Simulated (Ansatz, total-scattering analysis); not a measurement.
# The surroundings of H by a first difference

Two samples of water and methanol (16 H2O and 8 methanol; C 8.3, O 25.0, H 66.7 atom %; 310 K, fixed volume (mean pressure 0.6 GPa); ρ₀ = 0.0955 Å⁻³) differ only in the isotope of H: D (b = 6.6681 fm) and H (b = -3.7395 fm). Other lengths: C 6.6472, O 5.8037 fm. The data are simulated by ab initio molecular dynamics with Ansatz (PBE, plane waves, PAW default files, Langevin thermostat, no spin, fixed volume, H with the mass of D). The average runs over 0.86 ps of 96 atoms, so shells between rare elements are rough. Mean temperature 304 K, largest m.s.d. 2.33 Å², energy drift -6 meV an atom (last third less first, no steady trend), Langevin friction 10 ps⁻¹; the first quarter of the run is discarded. Start: last frame of a classical run of this cell at the same density and temperature. So short a stretch relaxes bonds and nearest shells but still remembers its start. It is a liquid as far as so short a run tells. The partials come from the cell's reciprocal vectors below 4 Å⁻¹ and from g(r) above; absorption, incoherent and inelastic scattering are left out. F(Q) = Σ ci cj bi bj (Sij − 1), in barn per steradian and atom:

```
Q (Å⁻¹)      2H      1H  difference
    0.9  -0.282  -0.207      -0.076
    1.2  -0.146  -0.194       0.048
    1.5   0.094  -0.184       0.278
    1.8   0.439  -0.156       0.595
    2.1   0.144  -0.144       0.288
    2.4  -0.015  -0.088       0.074
    2.7  -0.073  -0.023      -0.050
    3.0  -0.045   0.046      -0.090
    3.3  -0.068   0.035      -0.103
    3.6  -0.035   0.018      -0.053
    3.9  -0.052   0.013      -0.065
    4.2  -0.048   0.023      -0.071
    4.5  -0.059   0.036      -0.094
    4.8  -0.081   0.058      -0.139
    5.1  -0.089   0.083      -0.172
    5.4  -0.069   0.085      -0.153
    5.7  -0.037   0.051      -0.088
    6.0  -0.016   0.006      -0.021
    6.3  -0.003  -0.025       0.021
    6.6   0.015  -0.038       0.053
    6.9   0.040  -0.043       0.083
    7.2   0.058  -0.043       0.101
    7.5   0.065  -0.040       0.105
    7.8   0.067  -0.036       0.103
    8.1   0.061  -0.030       0.090
    8.4   0.043  -0.020       0.063
    8.7   0.022  -0.008       0.030
    9.0   0.007   0.003       0.005
    9.3  -0.003   0.011      -0.014
    9.6  -0.015   0.017      -0.032
    9.9  -0.027   0.019      -0.047
   10.2  -0.039   0.019      -0.058
   10.5  -0.047   0.018      -0.065
   10.8  -0.047   0.018      -0.065
```

The first difference in real space, ΔG(r), in barn (from the pair functions, so without the broadening of a finite Q range):

```csv
r (Å),first difference G(r)
0.50,-0.412
0.58,-0.412
0.66,-0.412
0.74,-0.412
0.82,-0.412
0.90,-0.318
0.98,4.574
1.06,1.581
1.14,0.978
1.22,-0.399
1.30,-0.412
1.38,-0.408
1.46,-0.348
1.54,-0.151
1.62,-0.064
1.70,-0.048
1.78,0.113
1.86,-0.018
1.94,-0.062
2.02,0.060
2.10,0.136
2.18,-0.100
2.26,-0.209
2.34,-0.190
2.42,-0.179
2.50,-0.187
2.58,-0.183
2.66,-0.198
2.74,-0.175
2.82,-0.141
2.90,-0.115
2.98,-0.091
3.06,-0.047
3.14,-0.004
3.22,0.021
3.30,0.046
3.38,0.071
3.46,0.048
3.54,0.033
```

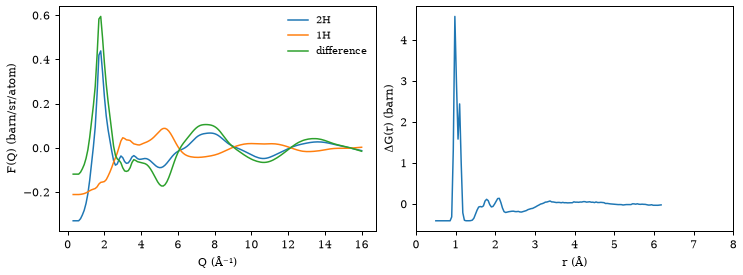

**Question.** Which pairs survive in the difference, and what is the first shell of H?

Pairs without H cancel. ΔG(r) = Σ W [g(r) − 1] with W = 2 c(H) c(j) b(j) Δb, and c(H)² (b₁² − b₂²) for H–H: H–C 0.0769, H–O 0.2013, H–H 0.1355 barn. At small r, ΔG → −ΣW = -0.414; in this finite cell the H–H term carries (N − 1)/N with N = 64 atoms of H, which gives -0.412.

The first feature holds O–H (0.99 Å, 0.6 neighbours by the coordinates) and C–H (1.10 Å, 0.4 neighbours by the coordinates) together, so its area gives only their weighted sum.

Shells of H from the coordinates: O–H at 0.99 Å, 0.6 neighbours to 1.26 Å; C–H at 1.10 Å, 0.4 neighbours to 1.40 Å; H–H at 1.57 Å, 1.4 neighbours to 2.00 Å, a soft count (first peaks with a usable minimum only). Counts average over all H, whatever molecule they sit on, and second peaks of a pair (H two bonds away, hydrogen bonds) add features between 1.5 and 2.5 Å that aren't listed. The structure is taken to be the same for both isotopes, which holds least well for H and D.

[Logs are printed without paths, hosts, clocks, repeated set-up lines and the standing remarks that a program may print on its own settings, such as how far it seeks lower states.]
